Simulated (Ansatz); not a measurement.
# InH2Cl (SMILES [H][In]([H])[Cl]) at BCCD(T)/STO-3G

What is the vertical ionisation energy of InH2Cl at BCCD(T)/STO-3G? 

Program for the calculation: Ansatz 0.2.0.

56 further runs of the same task are left out: 2 that didn't finish, 54 set aside as unsound or not needed.

## 1. The system as given

The species is InH2Cl (4 atoms), meant as a singlet with charge 0. As SMILES, `[H][In]([H])[Cl]`. Geometry: a GFN2-xTB relaxation, a rough one for these elements and not checked as a minimum.

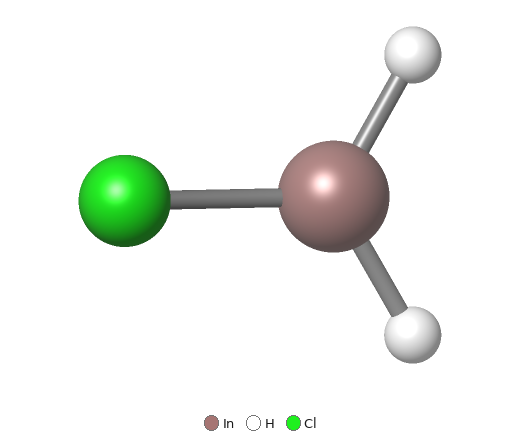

Viewed from a chosen angle; indium brown, hydrogen white, chlorine green.

## 2. A single-point energy at BCCD(T)/STO-3G

Input file run.yaml:

```yaml
crystal:
  periodic: [false, false, false]
  atoms:
    - {symbol: In, position_ang: [0.070210, 0.117850, -0.000370]}
    - {symbol: H, position_ang: [1.783010, 0.101380, 0.011370]}
    - {symbol: H, position_ang: [-0.755080, 1.618480, -0.019870]}
    - {symbol: Cl, position_ang: [-1.098140, -1.837720, 0.008870]}
basis:
  gaussian:
    orbitals: STO-3G
correlation:
  method: bccd_t
  frozen_orbitals: {Cl: 5, H: 0, In: 18}
accuracy: high
scf:
  omitted_lower_state_checks: [cluster_reference, increment]
```

Launch:

```
$ ansatz run run.yaml --threads 1 --pin off --max-ram 2610MiB --events-out events.jsonl --progress --plain --runs-dir runs
```

Standard output, shortened:

```text
Warning: RAYON_NUM_THREADS=1 ignored (pool sized by the plan → 1); use --threads N
Functional definition: HF
  name "HF"
[...]
694 factors; integrals over basis functions are off by at most 4.2e-9 eV
[...]
mean field -167042.30581096 eV, -6138.6915132113 hartree, gradient 2.6e-8 eV, S^2 0.000000; 0 other end points of the search recorded, 0 dependent functions left out
23 core orbitals not correlated: weight in the atoms' cores, before any rotation towards them, 1.000 or more for the frozen orbitals, at most 0.000 for the correlated occupied ones
reference -167042.30581096 eV, -6138.6915132113 hartree; 11, 11 occupied and 4, 4 virtual orbitals, 694 factors
second order -0.84595937 eV of doubles, -0.00000000 eV of singles
cycle   1  -1.08136525 eV  change   -2.4e-1 eV  update   5.0e-2
[...]
cycle  17  -1.22299417 eV  change   2.4e-10 eV  update   2.5e-9
perturbative correction -0.02437229 eV, -0.0008956653 hartree
Total energy: -167043.55317742 eV, -6138.7373530832 hartree
Checks for a lower state left out: cluster_reference, increment
```

Run time: 0.85 s. Hardware: 1 thread of Arm Neoverse V1, shared host; peak memory 0.094 GiB.

## 3. The doublet cation

Input file in.yaml:

```yaml
crystal:
  periodic: [false, false, false]
  atoms:
    - {symbol: In, position_ang: [0.070210, 0.117850, -0.000370]}
    - {symbol: H, position_ang: [1.783010, 0.101380, 0.011370]}
    - {symbol: H, position_ang: [-0.755080, 1.618480, -0.019870]}
    - {symbol: Cl, position_ang: [-1.098140, -1.837720, 0.008870]}
basis:
  gaussian:
    orbitals: STO-3G
total_charge: 1
magnetization:
  spin_polarized: true
  initial_magnetization: 1
correlation:
  method: bccd_t
  frozen_orbitals: {Cl: 5, H: 0, In: 18}
accuracy: high
scf:
  omitted_lower_state_checks: [cluster_reference, increment]
```

Launch:

```
$ ansatz run in.yaml --threads 1 --pin off --max-ram 2610MiB --events-out events.jsonl --progress --plain --runs-dir runs
```

Standard output, shortened:

```text
Warning: RAYON_NUM_THREADS=1 ignored (pool sized by the plan → 1); use --threads N
[... 2 set-up lines as earlier in the session ...]
[...]
692 factors; integrals over basis functions are off by at most 4.2e-9 eV
[...]
mean field -167033.94090553 eV, -6138.3841086068 hartree, gradient 8.9e-8 eV, S^2 0.767554; 15 other end points of the search recorded, 0 dependent functions left out
23 core orbitals not correlated: weight in the atoms' cores, before any rotation towards them, 1.000 or more for the frozen orbitals, at most 0.000 for the correlated occupied ones
reference -167033.94090553 eV, -6138.3841086068 hartree; 11, 10 occupied and 4, 5 virtual orbitals, 692 factors
second order -0.95789496 eV of doubles, -0.00000000 eV of singles
cycle   1  -1.27750745 eV  change   -3.4e-1 eV  update   7.1e-2
[...]
cycle  27  -1.66224382 eV  change    1.5e-9 eV  update   1.7e-9
perturbative correction -0.06850848 eV, -0.0025176402 hartree
WARN: these amplitudes may be one of several solutions (largest doubles amplitude 0.11, level shift 0.43 eV)
Total energy: -167035.67165784 eV, -6138.4477125808 hartree
Checks for a lower state left out: cluster_reference, increment
```

Wall time 3.6 s (1 thread of Arm Neoverse V1, shared host); peak memory 0.13 GiB.

## 4. Outcome

At BCCD(T)/STO-3G, 23 core orbitals frozen:

```
                                                    quantity           value
                                singlet InH2Cl: total energy  -6138.73735 Eh
singlet InH2Cl: correlation energy (23 core orbitals frozen)       -45.8 mEh
                              singlet InH2Cl: (T) correction       -0.90 mEh
                                doublet cation: total energy  -6138.44771 Eh
doublet cation: correlation energy (23 core orbitals frozen)       -63.6 mEh
                              doublet cation: (T) correction       -2.52 mEh
           doublet cation: ⟨S²⟩ of the reference determinant           0.768
          vertical ionisation energy (to the doublet cation)        7.882 eV
```

What this shows: The vertical ionisation energy comes to 7.88 eV (182 kcal/mol). In a minimal basis such a difference can be off by several eV, whatever the method. The triples (singlet InH2Cl) make up 2.0 % of the correlation energy. Relativity is left out (singlet InH2Cl) although the molecule holds a heavy atom. The triples (doublet cation) make up 4.0 % of the correlation energy. Relativity is left out (doublet cation) although the molecule holds a heavy atom.
